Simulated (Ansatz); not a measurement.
# TiHg: how the settings move a relaxation

Aim: see which settings change the result for TiHg, by how much, and at what cost.

Method: reference: DFT, r2SCAN, PAW with Ansatz's default frozen-core files, scalar-relativistic; relaxation of cell and atoms, in Ansatz 0.2.0.

### 1 The starting structure

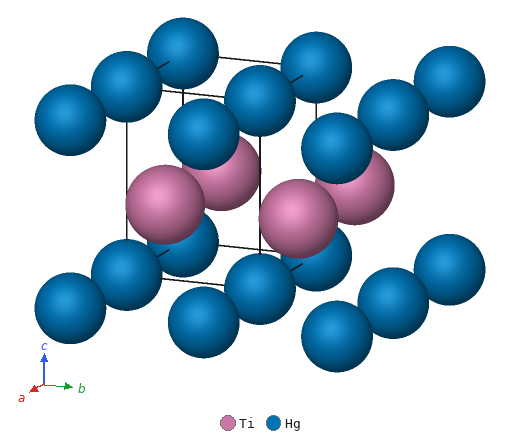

Start, viewed slightly off an axis; titanium pink, mercury blue. 2×2×1 cells are drawn. Atoms on the faces are drawn again on the opposite ones.

As a file:

```cif
data_structure
_symmetry_space_group_name_H-M 'P4/mmm'
_symmetry_Int_Tables_number 123
_cell_length_a 3.0090
_cell_length_b 3.0090
_cell_length_c 4.0410
_cell_angle_alpha 90.000
_cell_angle_beta 90.000
_cell_angle_gamma 90.000
_cell_volume 36.59
loop_
_atom_site_label
_atom_site_type_symbol
_atom_site_symmetry_multiplicity
_atom_site_Wyckoff_symbol
_atom_site_fract_x
_atom_site_fract_y
_atom_site_fract_z
_atom_site_occupancy
Ti1 Ti 1 d 0.50000 0.50000 0.50000 1
Hg1 Hg 1 a 0.00000 0.00000 0.00000 1
```

### 2 Reference

File input.yaml:

```yaml
crystal:
  lattice:
    - [3.009, 0.0, 0.0]
    - [0.0, 3.009, 0.0]
    - [0.0, 0.0, 4.041]
  atoms:
    - { symbol: Ti, position: [0.5, 0.5, 0.5] }
    - { symbol: Hg, position: [0.0, 0.0, 0.0] }
kpoints:
  mp_grid: { grid: [10, 10, 8] }
scf:
  occupations: { method: fermi_dirac, width: 0.08 }
hamiltonian:
  xc: r2scan
  pseudopotentials: { kind: paw }
relax:
  f_tol: 0.002
  max_steps: 80
  cell: {}
output:
  forces: true
  stress: true
```

Started as:

```bash
ansatz run input.yaml --threads 1 --pin off --max-ram 3072MiB --backend cpu --events-out ev --progress --plain --runs-dir out
```

Excerpt of the output:

```text
[...]
Basis set: ecut = 500 eV, 959 PW (Γ), exchange–correlation on 96×96×120 points (64 copies of the dense FFT grid, shifted against one another)
[...]
k-points: 105 of 800
[...]
SCF iter   1: F=—  HF=-16332.335469 eV  |F-HF|=—  |Δ(HF+E_count)|=         —  Δρ=1.81e-2  dr2=1.79e-1  dr2_τ=2.06e-2  ethr=1.77e-3  ⟨swp⟩=4.1  Hψ=8003  notcnv=0
preconditioner: auto → Kerker (q_TF=auto, 2.668 Å⁻¹)  [metal: Δε(μ)=0.018 eV  Ē_g=8.222 eV  σ=0.080 eV  W_gap=0.06  n_scr=14 (ndim 8)  ℏωp=24.6 eV  f_vac=0.000  D(μ)=2.68/eV (n_scr^D=28)]
SCF iter   2: F=—  HF=-16332.334140 eV  |F-HF|=—  |Δ(HF+E_count)|=   1.33e-3  Δρ=5.18e-3  dr2=9.76e-3  dr2_τ=2.78e-3  ethr=5.59e-4  ⟨swp⟩=2.0  Hψ=3427  notcnv=0
[...]
relax step   1: F+E_penalty+E_count = -16332.33612437 eV  Δ(F+E_penalty+E_count) = +0.000e0 eV  max|allowed force component| = 2.408e-28 eV/Å  Δτ_max = 0.0000 Å  P = +0.275 GPa  Ω = 36.588 Å³  (8 SCF iters, dr2 threshold 1.00e-7 eV, accepted)
[...]
Basis set: ecut = 500 eV, 935 PW (Γ), exchange–correlation on 96×96×120 points (64 copies of the dense FFT grid, shifted against one another)
[...]
relax step   2: F+E_penalty+E_count = -16332.33983552 eV  Δ(F+E_penalty+E_count) = -3.711e-3 eV  max|allowed force component| = 6.311e-30 eV/Å  Δτ_max = 0.0000 Å  P = -0.415 GPa  Ω = 36.767 Å³  energy of the carried Pulay correction = -1.632e-4 eV  (6 SCF iter
[...]
Basis set: ecut = 500 eV, 927 PW (Γ), exchange–correlation on 96×96×120 points (64 copies of the dense FFT grid, shifted against one another)
[...]
relax step   3: F+E_penalty+E_count = -16332.33922134 eV  Δ(F+E_penalty+E_count) = +6.142e-4 eV  max|allowed force component| = 6.262e-30 eV/Å  Δτ_max = 0.0000 Å  P = +1.016 GPa  Ω = 36.309 Å³  energy of the carried Pulay correction = +1.492e-4 eV  (7 SCF iter
[...]
relax step   4: F+E_penalty+E_count = -16332.34066917 eV  Δ(F+E_penalty+E_count) = -8.337e-4 eV  max|allowed force component| = 1.893e-29 eV/Å  Δτ_max = 0.0000 Å  P = -0.041 GPa  Ω = 36.638 Å³  energy of the carried Pulay correction = -8.087e-5 eV  (10 SCF ite
[...]
relax step   5: F+E_penalty+E_count = -16332.34068497 eV  Δ(F+E_penalty+E_count) = -1.580e-5 eV  max|allowed force component| = 6.705e-30 eV/Å  Δτ_max = 0.0000 Å  P = +0.000 GPa  Ω = 36.624 Å³  energy of the carried Pulay correction = -7.187e-5 eV  (5 SCF iter
Basis set: ecut = 500 eV, 927 PW (Γ), exchange–correlation on 96×96×128 points (64 copies of the dense FFT grid, shifted against one another)
[...]
SCF iter   6: F=—  HF=-16332.340809 eV  |F-HF|=—  |Δ(HF+E_count)|=  1.22e-10  Δρ=2.99e-7  dr2=3.52e-11  dr2_τ=2.23e-12  ethr=1.00e-12  ⟨swp⟩=2.0  Hψ=3170  notcnv=0
SCF iter   7: F=-16332.340809 eV  HF=-16332.340809 eV  |F-HF|=0.00e0  |Δ(HF+E_count)|=  3.27e-11  Δρ=6.07e-8  dr2=8.38e-13  dr2_τ=1.49e-13  ethr=1.00e-12  ⟨swp⟩=5.6  Hψ=8595  notcnv=0
[...]
relax step   6: F+E_penalty+E_count = -16332.34080906 eV  Δ(F+E_penalty+E_count) = -1.241e-4 eV  max|allowed force component| = 1.479e-31 eV/Å  Δτ_max = 0.0000 Å  P = +0.001 GPa  Ω = 36.624 Å³  stress off target by 2.07e-2 GPa  SCF on the basis re-selected at 
[...]
SCF converged after 7 iterations
Free energy (F): -16332.340809 eV
[...]
E sigma→0 (E₀):  -16332.315120 eV
[...]
Fermi energy:    16.564358 eV
[...]
  P = ⅓ Tr σ = 0.0014 GPa (0.014 kbar)
--- Relaxed structure (5 steps of the walk, 4 accepted, 1 SCFs on fresh bases) ---
[...]
```

It took 34 s on 1 thread of Intel Xeon Platinum 8488C (Sapphire Rapids), shared host; peak memory 0.53 GiB.

### 3 Changing settings: chi_scale 0.1, pseudopotentials.kind nc

input.yaml: that of step 2 with these lines changed.

```diff
@@ -12,5 +12,6 @@
   occupations: { method: fermi_dirac, width: 0.08 }
+  initial_density: { chi_scale: 0.1 }
 hamiltonian:
   xc: r2scan
-  pseudopotentials: { kind: paw }
+  pseudopotentials: { kind: nc }
 relax:
@@ -22 +23,5 @@
   stress: true
+  write_density: true
+  write_potential: true
+  elf: true
+  volumetric_format: npy
```

Started as:

```bash
ansatz run input.yaml --threads 1 --pin off --max-ram 3072MiB --backend cpu --events-out ev --progress --plain --runs-dir out
```

The log of the run:

```text
Engine: ansatz 0.2.0
Pseudopotentials: kind: nc
Pseudopotential: Ti, nc, valence charge 12, recommended cutoff 1142.878222 eV (normal), Ti.nc.azcp
Pseudopotential: Hg, nc, valence charge 20, recommended cutoff 979.61 eV (normal), Hg.nc.azcp
Functional definition: r2SCAN
  parameter k0 = 0.174
  parameter k1 = 0.065
  parameter a1 = 4.9479
  exchange = r2scan_x(k0 = k0, k1 = k1, a1 = a1)
  correlation = r2scan_c
Crystal: 2 atoms, lattice volume = 36.588 Å³
Basis set: ecut = 1142.878222 eV, 3203 PW (Γ), exchange–correlation on 144×144×180 points (64 copies of the dense FFT grid, shifted against one another)
Bands: 20, of which v1, the nominal top of the filled ones, is band 16 counted from 1 (15 counted from 0)
Symmetry: 16 space group operations
Space group: P4/mmm (ITA 123), of the structure as read, at distance tolerance 3.3e-5 Å
k-points: 105 of 800
Non-local potential: Ti, projectors of the file, l = 0: 2, l = 1: 2, l = 2: 2, l = 3: 1
Non-local potential: Hg, projectors of the file, l = 0: 2, l = 1: 2, l = 2: 2, l = 3: 2
Initial density: superposition of atomic densities (chi_scale 0.1, normalization cell, long waves kept (reshape's long-wave potential 0.00 eV rms))
Initial wavefunctions: pseudopotential atomic-orbital guess
Functional: x = r2scan, c = r2scan; τ floored in thin density (d = 2e-4 eV/Å³)
SCF iter   1: F=—  HF=-6397.946360 eV  |F-HF|=—  |Δ(HF+E_count)|=         —  Δρ=1.38e-1  dr2=1.33e1  dr2_τ=6.57e0  ethr=3.10e-3  ⟨swp⟩=5.4  Hψ=8766  notcnv=0
preconditioner: auto → Kerker (q_TF=auto, 2.668 Å⁻¹)  [metal: Δε(μ)=0.027 eV  Ē_g=5.453 eV  σ=0.080 eV  W_gap=0.08  n_scr=14 (ndim 8)  ℏωp=24.6 eV  f_vac=0.000  D(μ)=2.16/eV (n_scr^D=20)]
SCF iter   2: F=—  HF=-6395.534680 eV  |F-HF|=—  |Δ(HF+E_count)|=    2.41e0  Δρ=4.34e-2  dr2=1.02e0  dr2_τ=5.55e0  ethr=3.10e-3  ⟨swp⟩=3.1  Hψ=5257  notcnv=0
SCF iter   3: F=—  HF=-6395.457773 eV  |F-HF|=—  |Δ(HF+E_count)|=   7.69e-2  Δρ=2.23e-2  dr2=3.51e-1  dr2_τ=1.55e-1  ethr=3.10e-3  ⟨swp⟩=2.0  Hψ=3300  notcnv=0
SCF iter   4: F=—  HF=-6395.398828 eV  |F-HF|=—  |Δ(HF+E_count)|=   5.89e-2  Δρ=5.51e-3  dr2=1.80e-2  dr2_τ=1.22e-2  ethr=1.10e-3  ⟨swp⟩=2.3  Hψ=3672  notcnv=0
SCF iter   5: F=—  HF=-6395.398832 eV  |F-HF|=—  |Δ(HF+E_count)|=   3.82e-6  Δρ=1.70e-3  dr2=1.17e-3  dr2_τ=4.94e-4  ethr=5.61e-5  ⟨swp⟩=2.2  Hψ=3809  notcnv=0
SCF iter   6: F=—  HF=-6395.399213 eV  |F-HF|=—  |Δ(HF+E_count)|=   3.81e-4  Δρ=4.43e-4  dr2=5.99e-5  dr2_τ=2.73e-5  ethr=3.65e-6  ⟨swp⟩=2.2  Hψ=3583  notcnv=0
SCF iter   7: F=—  HF=-6395.399257 eV  |F-HF|=—  |Δ(HF+E_count)|=   4.38e-5  Δρ=1.55e-4  dr2=5.06e-6  dr2_τ=4.90e-6  ethr=1.87e-7  ⟨swp⟩=2.5  Hψ=3959  notcnv=0
SCF iter   8: F=—  HF=-6395.399262 eV  |F-HF|=—  |Δ(HF+E_count)|=   5.53e-6  Δρ=4.06e-5  dr2=3.94e-7  dr2_τ=2.58e-7  ethr=1.58e-8  ⟨swp⟩=2.5  Hψ=3486  notcnv=0
SCF iter   9: F=-6395.399263 eV  HF=-6395.399263 eV  |F-HF|=3.02e-8  |Δ(HF+E_count)|=   7.91e-7  Δρ=1.38e-5  dr2=6.38e-8  dr2_τ=3.39e-8  ethr=3.13e-10  ⟨swp⟩=11.8  Hψ=17518  notcnv=0
SCF 1 converged in 9 iterations: F = -6395.399263 eV  dr2 = 6.38e-8
relax step   1: F+E_penalty+E_count = -6395.39926326 eV  Δ(F+E_penalty+E_count) = +0.000e0 eV  max|allowed force component| = 3.060e-28 eV/Å  Δτ_max = 0.0000 Å  P = +0.304 GPa  Ω = 36.588 Å³  (9 SCF iters, dr2 threshold 1.00e-7 eV, accepted)
Crystal: 2 atoms, lattice volume = 36.790 Å³
Basis set: ecut = 1142.878222 eV, 3235 PW (Γ), exchange–correlation on 144×144×180 points (64 copies of the dense FFT grid, shifted against one another)
Initial density: handed on by an earlier stage of this run
Initial wavefunctions: those handed on with the density
iter 1 solved again at ethr=4.64e-6 eV; its pass at ethr=3.10e-3 eV (dr2=1.48e-3 eV) is discarded
SCF iter   1: F=—  HF=-6395.376693 eV  |F-HF|=—  |Δ(HF+E_count)|=         —  Δρ=2.26e-3  dr2=1.38e-3  dr2_τ=1.29e-1  ethr=4.64e-6  ⟨swp⟩=3.0  Hψ=14680  notcnv=0
preconditioner: auto → Kerker (q_TF=auto, 2.666 Å⁻¹)  [metal: Δε(μ)=0.003 eV  Ē_g=7.866 eV  σ=0.080 eV  W_gap=0.01  n_scr=14 (ndim 8)  ℏωp=24.5 eV  f_vac=0.000  D(μ)=2.60/eV (n_scr^D=28)]
SCF iter   2: F=—  HF=-6395.402925 eV  |F-HF|=—  |Δ(HF+E_count)|=   2.62e-2  Δρ=1.04e-3  dr2=3.63e-4  dr2_τ=2.89e-4  ethr=4.30e-6  ⟨swp⟩=2.9  Hψ=4033  notcnv=0
SCF iter   3: F=—  HF=-6395.402917 eV  |F-HF|=—  |Δ(HF+E_count)|=   7.66e-6  Δρ=4.70e-4  dr2=9.64e-5  dr2_τ=7.39e-5  ethr=1.14e-6  ⟨swp⟩=2.0  Hψ=2861  notcnv=0
SCF iter   4: F=—  HF=-6395.402905 eV  |F-HF|=—  |Δ(HF+E_count)|=   1.23e-5  Δρ=1.99e-4  dr2=1.72e-5  dr2_τ=7.91e-5  ethr=3.01e-7  ⟨swp⟩=2.6  Hψ=3316  notcnv=0
SCF iter   5: F=—  HF=-6395.402904 eV  |F-HF|=—  |Δ(HF+E_count)|=   1.00e-6  Δρ=7.18e-5  dr2=2.32e-6  dr2_τ=8.38e-7  ethr=5.36e-8  ⟨swp⟩=2.4  Hψ=3510  notcnv=0
SCF iter   6: F=—  HF=-6395.402904 eV  |F-HF|=—  |Δ(HF+E_count)|=   2.50e-7  Δρ=2.15e-5  dr2=1.65e-7  dr2_τ=2.90e-7  ethr=6.25e-10  ⟨swp⟩=9.8  Hψ=18048  notcnv=0
SCF iter   7: F=-6395.402904 eV  HF=-6395.402904 eV  |F-HF|=1.95e-8  |Δ(HF+E_count)|=   7.33e-8  Δρ=8.72e-6  dr2=2.18e-8  dr2_τ=1.26e-8  ethr=5.16e-10  ⟨swp⟩=10.2  Hψ=15614  notcnv=0
SCF 2 converged in 7 iterations: F = -6395.402904 eV  dr2 = 2.18e-8
relax step   2: F+E_penalty+E_count = -6395.40290397 eV  Δ(F+E_penalty+E_count) = -3.641e-3 eV  max|allowed force component| = 6.262e-30 eV/Å  Δτ_max = 0.0000 Å  P = -0.459 GPa  Ω = 36.790 Å³  energy of the carried Pulay correction = -1.011e-5 eV  (7 SCF iters, dr2 threshold 2.00e-7 eV, accepted)
Crystal: 2 atoms, lattice volume = 36.331 Å³
Basis set: ecut = 1142.878222 eV, 3219 PW (Γ), exchange–correlation on 144×144×180 points (64 copies of the dense FFT grid, shifted against one another)
iter 1 solved again at ethr=2.16e-5 eV; its pass at ethr=3.10e-3 eV (dr2=6.91e-3 eV) is discarded
SCF iter   1: F=—  HF=-6395.362161 eV  |F-HF|=—  |Δ(HF+E_count)|=         —  Δρ=3.27e-3  dr2=6.69e-3  dr2_τ=2.02e-1  ethr=2.16e-5  ⟨swp⟩=3.1  Hψ=14480  notcnv=0
preconditioner: auto → Kerker (q_TF=auto, 2.671 Å⁻¹)  [metal: Δε(μ)=0.009 eV  Ē_g=7.900 eV  σ=0.080 eV  W_gap=0.03  n_scr=14 (ndim 8)  ℏωp=24.6 eV  f_vac=0.000  D(μ)=2.31/eV (n_scr^D=28)]
SCF iter   2: F=—  HF=-6395.402401 eV  |F-HF|=—  |Δ(HF+E_count)|=   4.02e-2  Δρ=1.53e-3  dr2=1.76e-3  dr2_τ=9.25e-4  ethr=2.09e-5  ⟨swp⟩=2.1  Hψ=3955  notcnv=0
SCF iter   3: F=—  HF=-6395.402133 eV  |F-HF|=—  |Δ(HF+E_count)|=   2.68e-4  Δρ=6.18e-4  dr2=3.63e-4  dr2_τ=1.69e-4  ethr=5.51e-6  ⟨swp⟩=2.0  Hψ=2679  notcnv=0
SCF iter   4: F=—  HF=-6395.402052 eV  |F-HF|=—  |Δ(HF+E_count)|=   8.06e-5  Δρ=2.17e-4  dr2=2.53e-5  dr2_τ=6.10e-5  ethr=1.13e-6  ⟨swp⟩=2.2  Hψ=2999  notcnv=0
SCF iter   5: F=—  HF=-6395.402045 eV  |F-HF|=—  |Δ(HF+E_count)|=   7.12e-6  Δρ=1.01e-4  dr2=2.72e-6  dr2_τ=4.18e-6  ethr=7.91e-8  ⟨swp⟩=2.2  Hψ=3476  notcnv=0
SCF iter   6: F=—  HF=-6395.402047 eV  |F-HF|=—  |Δ(HF+E_count)|=   1.44e-6  Δρ=2.70e-5  dr2=1.91e-7  dr2_τ=5.27e-7  ethr=6.25e-10  ⟨swp⟩=9.8  Hψ=18453  notcnv=0
SCF iter   7: F=-6395.402047 eV  HF=-6395.402047 eV  |F-HF|=2.70e-8  |Δ(HF+E_count)|=   1.92e-7  Δρ=8.97e-6  dr2=2.21e-8  dr2_τ=1.61e-8  ethr=5.98e-10  ⟨swp⟩=10.5  Hψ=15774  notcnv=0
SCF 3 converged in 7 iterations: F = -6395.402047 eV  dr2 = 2.21e-8
relax step   3: F+E_penalty+E_count = -6395.40204682 eV  Δ(F+E_penalty+E_count) = +8.572e-4 eV  max|allowed force component| = 2.524e-29 eV/Å  Δτ_max = 0.0000 Å  P = +0.965 GPa  Ω = 36.331 Å³  energy of the carried Pulay correction = +1.168e-5 eV  (7 SCF iters, dr2 threshold 2.00e-7 eV, rejected (line search))
[... 14 lines left out ...]
relax step   4: F+E_penalty+E_count = -6395.40369052 eV  Δ(F+E_penalty+E_count) = -7.865e-4 eV  max|allowed force component| = 3.787e-29 eV/Å  Δτ_max = 0.0000 Å  P = -0.032 GPa  Ω = 36.644 Å³  energy of the carried Pulay correction = -3.257e-6 eV  (10 SCF iters, accepted)
Basis set: ecut = 1142.878222 eV, 3235 PW (Γ), exchange–correlation on 144×144×192 points (64 copies of the dense FFT grid, shifted against one another)
Initial wavefunctions: pseudopotential atomic-orbital guess (no wavefunctions were taken with the density)
iter 1 solved again at ethr=1.38e-7 eV; its pass at ethr=3.10e-3 eV (dr2=4.40e-5 eV) is discarded
SCF iter   1: F=—  HF=-6395.403725 eV  |F-HF|=—  |Δ(HF+E_count)|=         —  Δρ=1.64e-5  dr2=6.01e-9  dr2_τ=4.04e-7  ethr=1.38e-7  ⟨swp⟩=5.2  Hψ=18127  notcnv=0
eigensolver tolerance schedule: the retry pair's looser diagonalisation over-reported the residual by 7324.15 of it (diagonalisation noise at 0.48 of the residual, at the tolerance the schedule requests for it); recorded, not acted on — ethr = c·dr2/N_el stays at c = 1.0e-1
preconditioner: auto → Kerker (q_TF=auto, 2.667 Å⁻¹)  [metal: Δε(μ)=0.008 eV  Ē_g=7.888 eV  σ=0.080 eV  W_gap=0.03  n_scr=14 (ndim 8)  ℏωp=24.5 eV  f_vac=0.000  D(μ)=2.53/eV (n_scr^D=28)]
SCF iter   2: F=—  HF=-6395.403722 eV  |F-HF|=—  |Δ(HF+E_count)|=   2.81e-6  Δρ=8.43e-6  dr2=1.50e-9  dr2_τ=1.47e-8  ethr=1.88e-11  ⟨swp⟩=4.3  Hψ=6110  notcnv=0
SCF iter   3: F=—  HF=-6395.403722 eV  |F-HF|=—  |Δ(HF+E_count)|=   8.99e-9  Δρ=3.21e-6  dr2=2.16e-10  dr2_τ=2.30e-9  ethr=4.68e-12  ⟨swp⟩=2.0  Hψ=3308  notcnv=0
SCF iter   4: F=-6395.403722 eV  HF=-6395.403722 eV  |F-HF|=0.00e0  |Δ(HF+E_count)|=   1.70e-9  Δρ=1.71e-7  dr2=8.14e-12  dr2_τ=1.48e-11  ethr=1.00e-12  ⟨swp⟩=7.5  Hψ=15102  notcnv=0
SCF 5 converged in 4 iterations: F = -6395.403722 eV  dr2 = 8.14e-12
relax step   5: F+E_penalty+E_count = -6395.40372179 eV  Δ(F+E_penalty+E_count) = -3.127e-5 eV  max|allowed force component| = 1.302e-29 eV/Å  Δτ_max = 0.0000 Å  P = -0.028 GPa  Ω = 36.644 Å³  stress off target by 4.62e-2 GPa  SCF on the basis re-selected at this cell (its energy is not comparable with the rows above)  (4 SCF iters)
basis re-selected at this cell: Δ(F+E_penalty+E_count) = -3.127e-5 eV, ΔP = +0.004 GPa vs the last step (what re-selecting the basis moved, of the pressure what is left beyond the Pulay correction that the steps carried, after the strain that the cell walked since its last selection, with what the two solves' SCF thresholds leave and, on support functions, any second-order correction that the steps lacked; it is no measure of the basis error at this ecutwfc). The dense FFT grid was sized anew with the basis: this SCF ran on 36×36×48 points, the steps before it on 36×36×45, so part of this shift can come from that change (see relax.cell in the input reference). This SCF's stress stands 4.62e-2 GPa from its target on what of the cell is left free (relax.cell.stress_tol is 5.00e-2 GPa) and its largest allowed force component is 1.30e-29 eV/Å (relax.f_tol is 2.00e-3 eV/Å): within both
SCF converged after 4 iterations
Free energy (F): -6395.403722 eV
Harris-Foulkes:  -6395.403722 eV  (|F-HF|=0.00e0)
Internal energy: -6395.352072 eV  (E = F + TS)
E sigma→0 (E₀):  -6395.377897 eV
Entropy (-TS):   -0.051650 eV (-25.825 meV/atom)
Fermi energy:    16.577539 eV
--- Per-component energies (eV) ---
  E_band       = -522.040377
  E_kinetic    = 1939.957127
  E_local      = -4437.210640  (includes V_loc(G=0)·N_el)
  E_nonlocal   = 223.234295
  E_hartree    = 1325.803273
  E_xc         = -1282.341316
  E_vxc        = -961.700054  (∫ρ·V_xc dr)
  E_vtau       = 62.072402  (kinetic-family band-sum trace: ∫τ·v_τ [+ j·A + Jᵃ·Aᵃ] dr)
  E_ewald      = -4164.794811
  E_smearing   = -0.051650  (= −TS)
  E_closure    = -0.000000  (closes the sum)
  Σ components = -6395.403722   (vs F -6395.403722, Δ=0.00e0)
--- Forces (eV/Å), atoms counted from 1 ---
  atom   1  Ti     0.00000000     0.00000000     0.00000000
  atom   2  Hg    -0.00000000    -0.00000000     0.00000000
  max |Σ_I F_I| component: 2.45e-29 eV/Å
--- Stress (GPa, compression-positive) ---
       -0.046235      -0.000000      -0.000000
       -0.000000      -0.046235       0.000000
       -0.000000       0.000000       0.008995
  P = ⅓ Tr σ = -0.0278 GPa (-0.278 kbar)
--- Band table (eV; the first three rows and the last of 105) ---
  k-point 0: bands = ["-101.3904", "-49.1128", "-49.1029", "-49.1029", "-42.9382", "-18.3131", "-17.8834", "-17.8834", "6.6509", "7.4523", "8.0084", "9.1864", "9.1864", "9.6791", "15.9881", "16.2020", "17.3513", "18.6983", "18.6983", "19.4827"]
  k-point 1: bands = ["-101.3904", "-49.1129", "-49.1029", "-49.1029", "-42.9380", "-18.3154", "-17.8835", "-17.8835", "6.7551", "7.4617", "8.1098", "9.1930", "9.1930", "9.6810", "15.4451", "15.9478", "17.3719", "18.5812", "18.5812", "19.4743"]
  k-point 2: bands = ["-101.3904", "-49.1133", "-49.1029", "-49.1029", "-42.9375", "-18.3210", "-17.8837", "-17.8837", "6.9953", "7.4845", "8.4555", "9.2090", "9.2090", "9.6856", "13.9097", "15.8516", "17.3516", "18.3218", "18.3218", "19.4540"]
  k-point 104: bands = ["-101.3870", "-49.1562", "-49.1562", "-49.1035", "-42.8754", "-18.2592", "-18.1442", "-18.1442", "7.6281", "8.2392", "8.2392", "9.4389", "10.4413", "14.4895", "14.8679", "14.8679", "18.0728", "18.3146", "19.9483", "22.3610"]
--- Relaxed structure (4 steps of the walk, 3 accepted, 1 SCFs on fresh bases) ---
  F+E_penalty+E_count = -6395.40372179 eV   max|allowed force component| = 1.302e-29 eV/Å   (the final SCF, on the basis selected at the relaxed cell)
  cell:  # Å, volume = 36.6438 Å³
    - [2.978743347324131, 8.728137963168365e-34, 2.793004148213877e-33]
    - [9.600951759485203e-34, 2.978743347324131, -2.9675669074772446e-33]
    - [3.750923816195506e-33, -3.9853565547077255e-33, 4.12985542484139]
  atoms:
    - { symbol: Ti, position: [0.49999999999999994, 0.49999999999999994, 0.5] }
    - { symbol: Hg, position: [-4.318623263554384e-34, -5.813012941254781e-36, -9.883310571778616e-83] }
```

Wall time 2.1 min (1 thread of Intel Xeon Platinum 8488C (Sapphire Rapids), shared host); peak memory 0.8 GiB.

A change of potentials puts the total energy on another scale. The two sets of potentials agree on what can be compared.

### 4 Comparison

| run | ending | energy change | pressure (GPa) | gap (eV) | force (eV/Å) | cycles | time |
| --- | --- | --- | --- | --- | --- | --- | --- |
| reference | converged | - | 0.0 | 0.00 | 0.00 | 43 | 34 s |
| 1: chi_scale 0.1, pseudopotentials.kind nc | converged | not comparable | 0.0 | 0.00 | 0.00 | 37 | 2.1 min |

Times don't compare one to one where runs were asked for different outputs or read a saved state (see the inputs); cycles may leave out searches for a lower state.

What this shows: After a change of potentials the difference of the totals has no physical meaning. The two sets of potentials agree on what can be compared.
